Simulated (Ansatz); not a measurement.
# HS (SMILES [SH]): USVWN5/def2-TZVPPD

What is the energy change on altering one bond length of HS at USVWN5/def2-TZVPPD? 

Program for the calculation: Ansatz 0.2.0.

27 further runs of the same task are left out: 1 that didn't finish, 26 set aside as unsound or not needed.

**1. The structure to begin with**

The species is HS (2 atoms), meant as a doublet with charge 0. As SMILES, `[SH]`. The shape is that of a PBE0-D4/def2-TZVP optimisation.

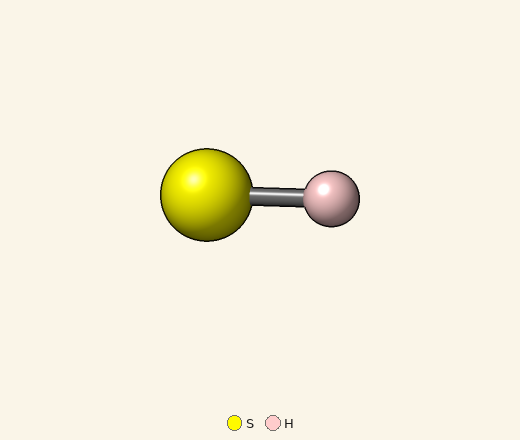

Viewed from a chosen angle; sulfur yellow, hydrogen pink.

**2. A single-point energy at USVWN5/def2-TZVPPD**

File job.yaml:

```yaml
basis:
  gaussian:
    orbitals: def2-TZVPPD.json
crystal:
  periodic: [false, false, false]
  atoms:
    - {symbol: S, position_ang: [0.574560, -0.187810, 0.295460]}
    - {symbol: H, position_ang: [-0.574560, 0.187810, -0.295460]}
magnetization:
  spin_polarized: true
  initial_magnetization: 1
hamiltonian:
  xc: {name: SVWN5}
accuracy: high
output: {orbitals: {seedname: orbitals}}
```

The basis set def2-TZVPPD is read from a file made from the Basis Set Exchange's data (not shown).

Launch:

```console
$ ansatz run job.yaml --threads 1 --pin off --max-ram 3480MiB --events-out events.jsonl --progress --plain --runs-dir runs
```

Output:

```text
Warning: RAYON_NUM_THREADS=1 ignored (pool sized by the plan → 1); use --threads N
Functional definition: SVWN5
  name "SVWN5"
  exchange = slater_x
  correlation = vwn5_c
851 factors; integrals over basis functions are off by at most 3.3e-9 eV
mean field evaluation 1: about -10812.3959 eV, gradient 8.6e0 eV
mean field evaluation 2: about -10812.3050 eV, gradient 1.0e1 eV
mean field evaluation 4: about -10812.7179 eV, gradient 4.7e0 eV
mean field evaluation 8: about -10812.7914 eV, gradient 3.0e0 eV
mean field evaluation 16: about -10812.8414 eV, gradient 5.7e-7 eV
mean field evaluation 32: about -10812.8414 eV, gradient 8.2e-8 eV
mean field -10812.84144885 eV, -397.3645940380 hartree, gradient 8.2e-8 eV, S^2 0.751995; 1 other end points of the search recorded, 0 dependent functions left out
reference -10812.84145307 eV, -397.3645941930 hartree; 9, 8 occupied and 59, 60 virtual orbitals, 851 factors
Total energy: -10812.84145307 eV, -397.3645941930 hartree
```

Wall time 1.7 s (1 thread of Arm Neoverse V1, shared host); peak memory 0.12 GiB.

**3. The distorted shape, same level**

File run.yaml:

```yaml
crystal:
  periodic: [false, false, false]
  atoms:
    - {symbol: S, position_ang: [1.493893, -0.488318, 0.768215]}
    - {symbol: H, position_ang: [-0.574560, 0.187810, -0.295460]}
basis:
  gaussian:
    orbitals: def2-TZVPPD.json
magnetization:
  spin_polarized: true
  initial_magnetization: 1
hamiltonian:
  xc: {name: SVWN5}
accuracy: high
output: {orbitals: {seedname: orbitals}}
```

The basis set def2-TZVPPD is read from a file made from the Basis Set Exchange's data (not shown).

Launch:

```console
$ ansatz run run.yaml --threads 1 --pin off --max-ram 3480MiB --events-out events.jsonl --progress --plain --runs-dir runs
```

Output:

```text
Warning: RAYON_NUM_THREADS=1 ignored (pool sized by the plan → 1); use --threads N
[... 4 set-up lines as earlier in the session ...]
811 factors; integrals over basis functions are off by at most 3.6e-9 eV
mean field evaluation 1: about -10808.4474 eV, gradient 1.1e1 eV
mean field evaluation 2: about -10796.5089 eV, gradient 2.9e1 eV
mean field evaluation 4: about -10809.3130 eV, gradient 6.1e0 eV
mean field evaluation 8: about -10809.5321 eV, gradient 1.0e0 eV
mean field evaluation 16: about -10809.5516 eV, gradient 3.1e-3 eV
mean field evaluation 32: about -10808.0566 eV, gradient 7.4e0 eV
mean field evaluation 64: about -10804.5747 eV, gradient 1.5e1 eV
mean field -10809.55156768 eV, -397.2436931351 hartree, gradient 4.7e-8 eV, S^2 0.973362; 8 other end points of the search recorded, 0 dependent functions left out
reference -10809.55157185 eV, -397.2436932881 hartree; 9, 8 occupied and 59, 60 virtual orbitals, 811 factors
Total energy: -10809.55157185 eV, -397.2436932881 hartree
```

Wall time 2.5 s (1 thread of Arm Neoverse V1, shared host); peak memory 0.12 GiB.

**4. Outcome**

Level: USVWN5/def2-TZVPPD.

```
                                                         quantity          value
                                        first shape: total energy  -397.36459 Eh
                  first shape: HOMO energy (highest over α and β)       -6.29 eV
                                                first shape: ⟨S²⟩          0.752
                                    distorted shape: total energy  -397.24369 Eh
              distorted shape: HOMO energy (highest over α and β)       -6.08 eV
               distorted shape: LUMO energy (lowest over α and β)       -6.06 eV
                                            distorted shape: ⟨S²⟩          0.973
energy change with the S1–H2 bond stretched from 1.346 to 2.422 Å       3.290 eV
```

What this shows: With the S1–H2 bond stretched from 1.346 to 2.422 Å the energy rises by 3.29 eV (317 kJ/mol). The first shape isn't relaxed at this level, so the change isn't measured from a minimum. ⟨S²⟩ (distorted shape) is 0.97 where a pure doublet has 0.75: the reference is spin-contaminated.
